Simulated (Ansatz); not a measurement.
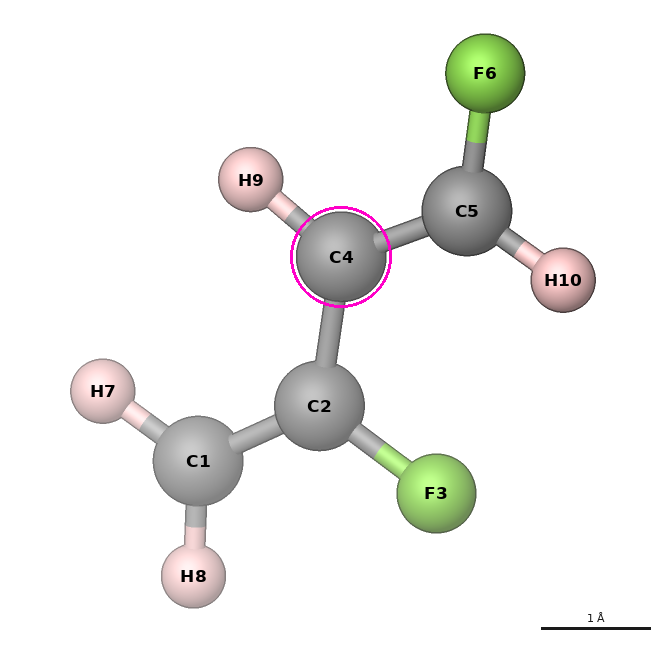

Orthographic view. Distant atoms are faded towards the background colour. The computed structure is the end point of a PBE-D4/def2-SVP optimisation. No frequency run is at hand to confirm it as a minimum.

Question: Which atoms are bonded to the circled atom?

Answer: The circled atom is C4; it is bonded to C2, C5, H9.

Question: What is the shortest path along bonds from the circled atom to H7?

Answer: C4–C2–C1–H7, 3 bonds; through space the two are 2.77 Å apart.

Question: Which two atoms are farthest apart in space?

Answer: F6 and H8, 5.80 Å.
